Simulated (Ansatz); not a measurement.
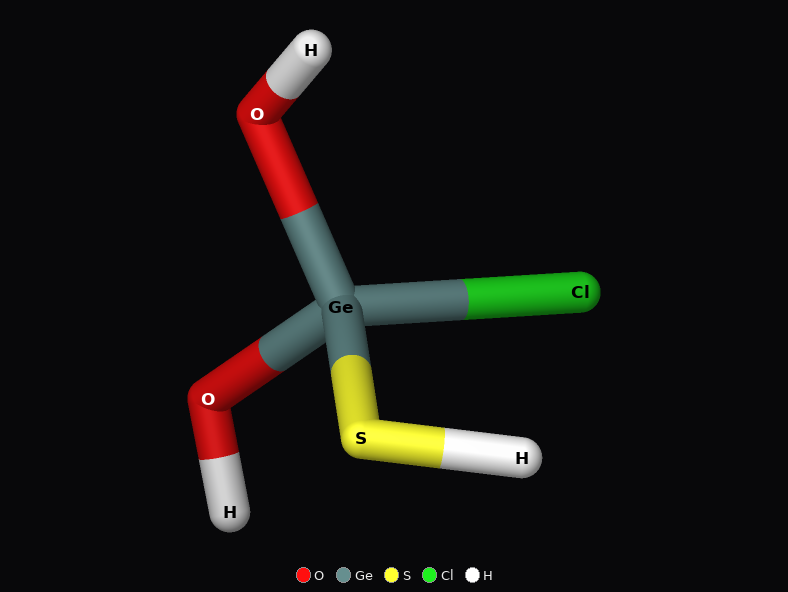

Stick drawing of a structure. Every bond is drawn as one stick, whatever its order.

The geometry was computed by an optimisation with PBE0-D4/def2-TZVP.

Description:

It has 8 atoms: 1 chlorine, 1 germanium, 3 hydrogen, 2 oxygen and 1 sulfur (ClGeH₃O₂S). Its SMILES string is `[OH][Ge]([OH])([SH])[Cl]`. The point group is Cs. Coordination: 2 O bent; 1 Ge tetrahedral; 1 S bent.

The parts below concern this one geometry. Atoms keep their numbers from picture to picture.

### Shape

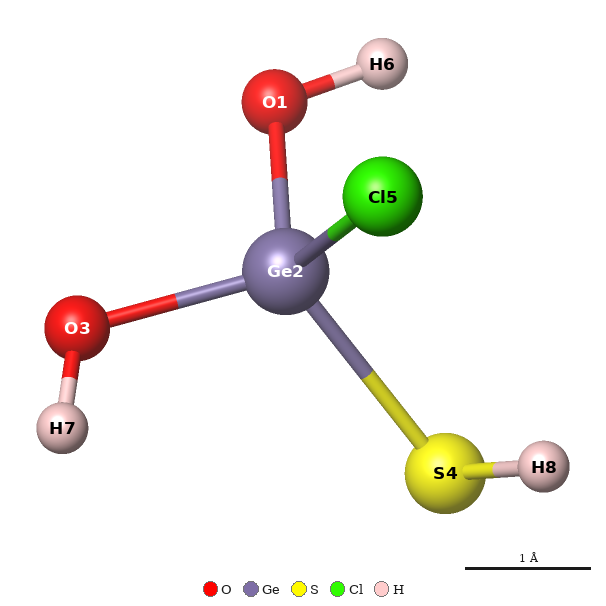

The atoms are numbered.

Give the bond lengths.

| bond | length (Å) |
| --- | --- |
| O1–Ge2 | 1.749 |
| O1–H6 | 0.961 |
| Ge2–O3 | 1.749 |
| Ge2–S4 | 2.208 |
| Ge2–Cl5 | 2.150 |
| O3–H7 | 0.961 |
| S4–H8 | 1.343 |

### Vibrations

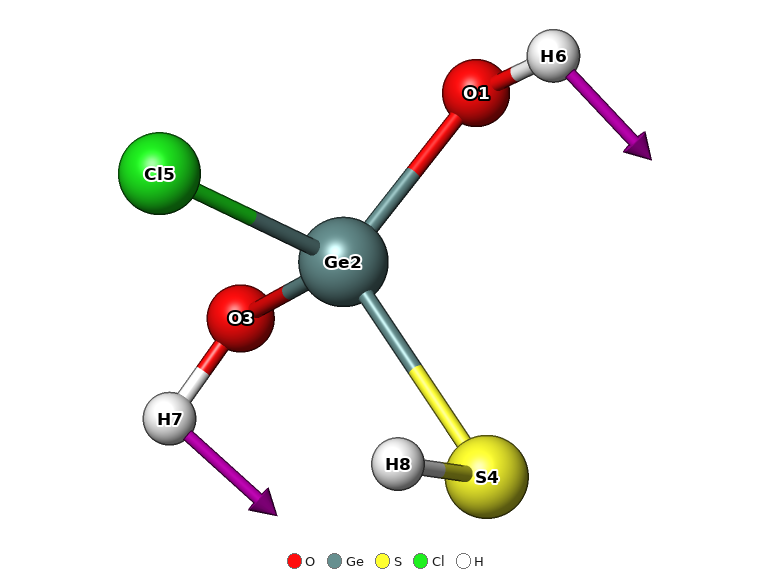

The arrows show one normal mode. Harmonic vibrations computed with RKS PBE0-D4/def2-TZVP (Ansatz 0.2.0) at a stationary point of the same level.

Estimate its harmonic wavenumber.

221 cm⁻¹; it is mode 5 of 18 counted from the lowest.

### Electronic properties

Properties computed with RKS B3LYP-D4/def2-TZVPP (Ansatz 0.2.0).

What does the calculation give?

- dipole moment: 2.11 D
- HOMO energy (Kohn–Sham orbital): −7.88 eV
- LUMO energy (Kohn–Sham orbital): −1.31 eV
- HOMO–LUMO gap: 6.56 eV
- dispersion correction: −37.4 kJ/mol

### Charges

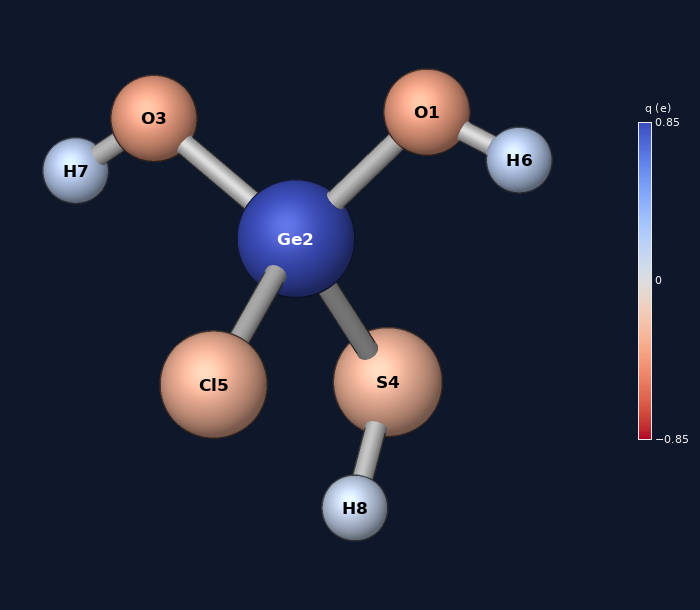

Atoms are coloured by their Mulliken charges. Method: RKS B3LYP-D4/def2-TZVPP (Ansatz 0.2.0).

Give the Mulliken charges atom by atom.

| atom | value (e) |
| --- | --- |
| O1 | −0.37 |
| Ge2 | 0.83 |
| O3 | −0.37 |
| S4 | −0.28 |
| Cl5 | −0.30 |
| H6 | 0.18 |
| H7 | 0.18 |
| H8 | 0.13 |

Mulliken values depend strongly on the basis set and can even reverse the polarity of a bond.
